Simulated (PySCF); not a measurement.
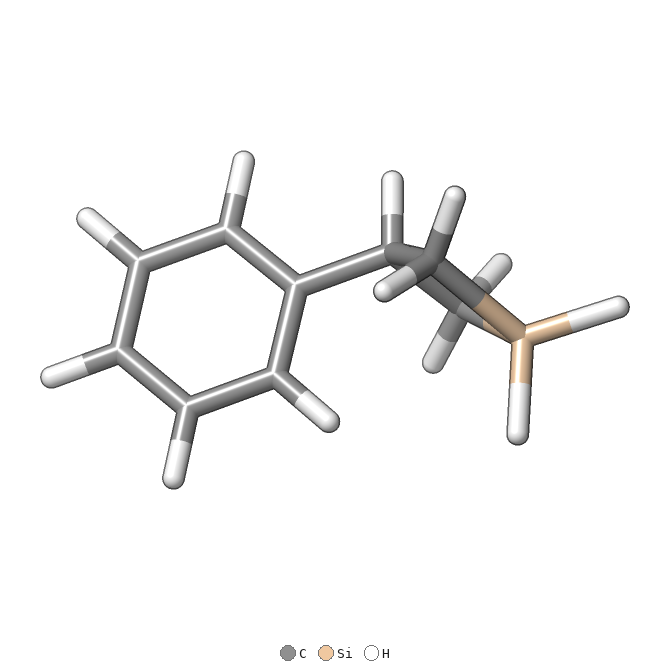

Stick drawing of a structure.

Computed geometry: PBE0-D3(BJ)/def2-SVP optimisation. No frequency run is at hand to confirm it as a minimum.

Identify the structure.

The molecule is C₉H₁₂Si. As SMILES it reads `c1ccc(C2C[SiH2]C2)cc1`. Independent rings (smallest set): 1 of 4 members, 1 of 6 members, 1 of them aromatic. Among its groups: Si–H bond. This geometry has Cs symmetry. Coordination, clear cases only: 6 C trigonal planar; 1 C tetrahedral.

The parts below concern this one geometry. Atoms keep their numbers from picture to picture.

### Shape

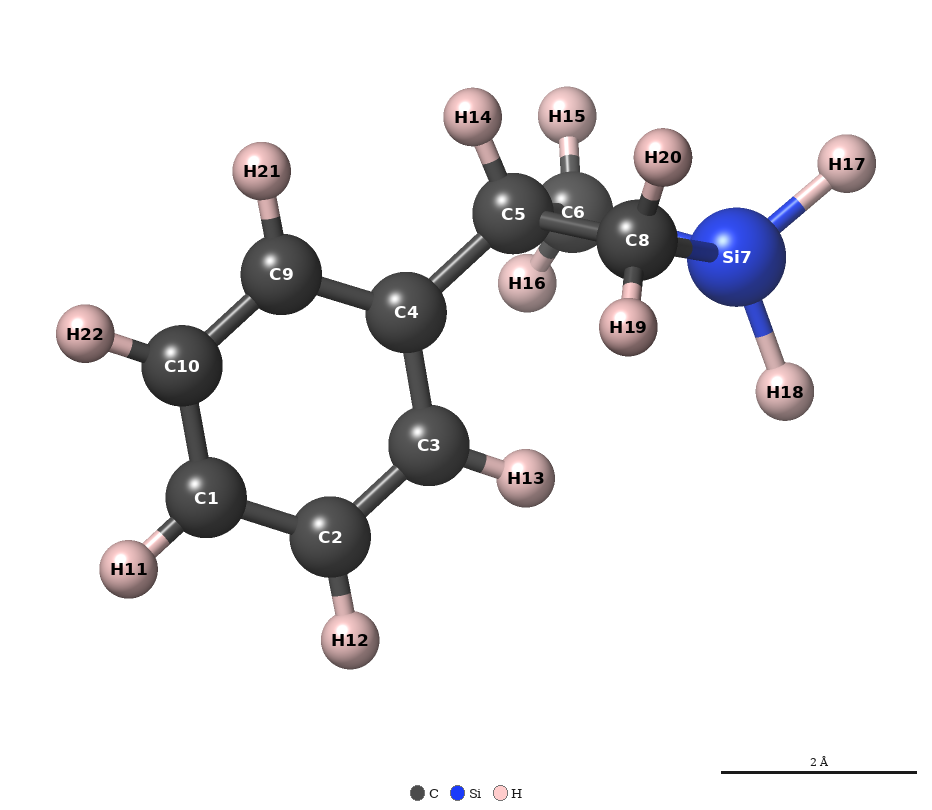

The atoms are numbered. No frequency run is at hand to confirm it as a minimum.

Give these bond angles: C1–C10–C9, C1–C10–H22, C3–C2–H12, C3–C4–C5, C3–C4–C9, C4–C3–H13, C4–C5–C6, C4–C9–C10, C5–C6–H16, C6–Si7–C8, C6–Si7–H17, C9–C10–H22.

| angle | degrees |
| --- | --- |
| C1–C10–C9 | 120.1 |
| C1–C10–H22 | 120.1 |
| C3–C2–H12 | 119.7 |
| C3–C4–C5 | 120.9 |
| C3–C4–C9 | 118.2 |
| C4–C3–H13 | 119.8 |
| C4–C5–C6 | 113.7 |
| C4–C9–C10 | 121.1 |
| C5–C6–H16 | 113.6 |
| C6–Si7–C8 | 80.1 |
| C6–Si7–H17 | 117.5 |
| C9–C10–H22 | 119.8 |

### Levels of theory compared

No frequency run is at hand to confirm it as a minimum. Program: PySCF 2.14.0.

Compare HOMO energy (eV), dipole (D) at these levels: PBE0/def2-SVPD; PBE0/pcSseg-1; PBE0/pcSseg-1 in acetone (IEF-PCM); PBE0/pcSseg-1 in water (IEF-PCM); mPW1PW91/pcSseg-1.

| level | HOMO energy (eV) | dipole (D) |
| --- | --- | --- |
| PBE0/def2-SVPD | −6.98 | 0.45 |
| PBE0/pcSseg-1 | −6.98 | 0.39 |
| PBE0/pcSseg-1 in acetone (IEF-PCM) | −7.03 | 0.52 |
| PBE0/pcSseg-1 in water (IEF-PCM) | −7.04 | 0.53 |
| mPW1PW91/pcSseg-1 | −6.99 | 0.37 |

### Ring current

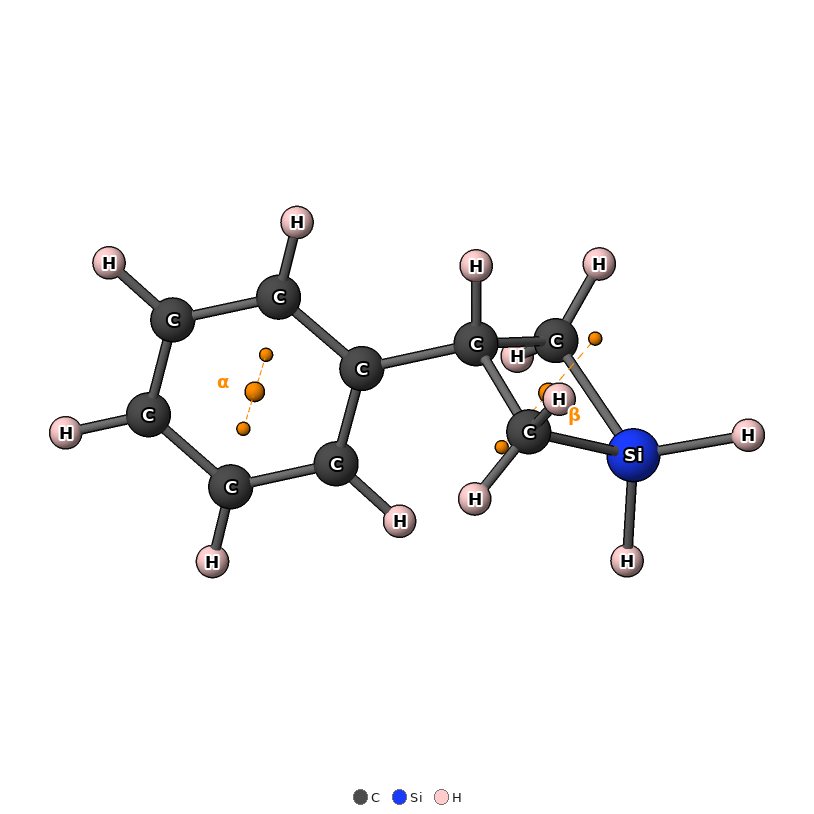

The small points mark where nucleus-independent chemical shifts (NICS) were computed: at the centre of each lettered ring and 1 Å above and below it. No frequency run is at hand to confirm it as a minimum. Method: GIAO PBE0/pcSseg-1 NMR shielding, non-relativistic, IEF-PCM water (PySCF 2.14.0).

Give NICS(0), NICS(1) and the out-of-plane component NICS(1)zz for each ring (means of the two sides).

```tsv
ring	members	NICS(0)	NICS(1)	NICS(1)zz
α	C6	−8.5	−11.3	−27.9
β	C3Si	2.4	0.8	4.5
```

Values in ppm.

What do the values say about the ring currents?

Answer. Ring α: diatropic, as in an aromatic ring. NICS is one index among several.

### NMR shielding

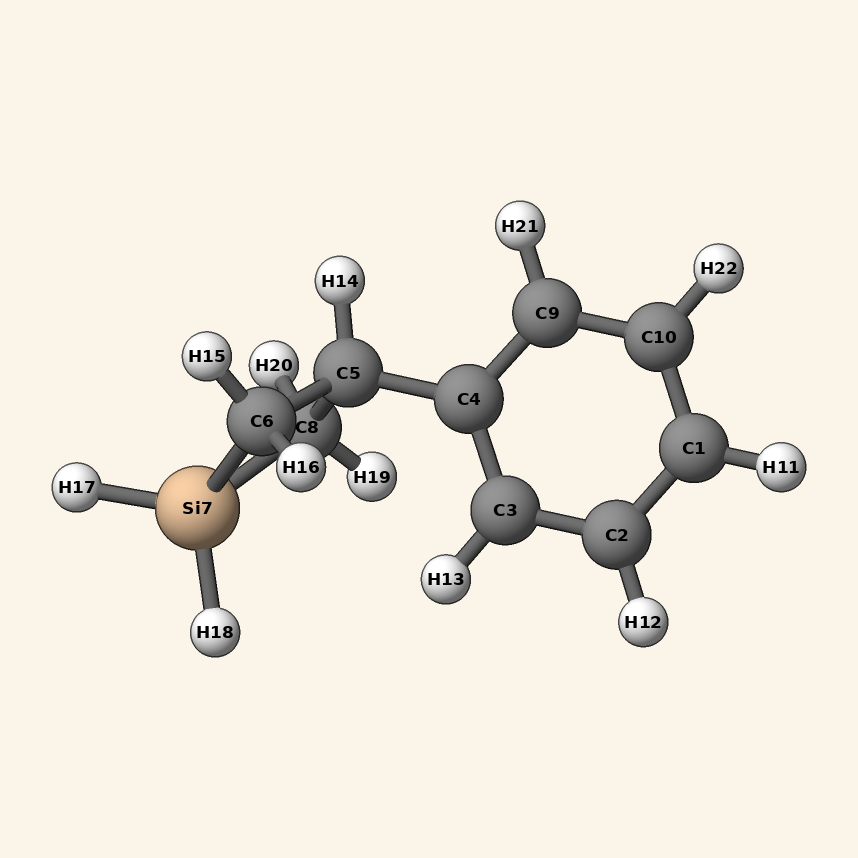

No frequency run is at hand to confirm it as a minimum. Properties computed with GIAO PBE0/pcSseg-1 NMR shielding, non-relativistic, gas phase (PySCF 2.14.0). Principal shieldings σ11 ≤ σ22 ≤ σ33, span Ω = σ33 − σ11, skew κ = 3(σiso − σ22)/Ω.

Give the shielding tensors of the Si atoms.

```
atom    σ11    σ22    σ33   σiso     Ω     κ
 Si7  343.5  371.3  427.5  380.8  83.9  0.34
```

Shieldings and span in ppm.
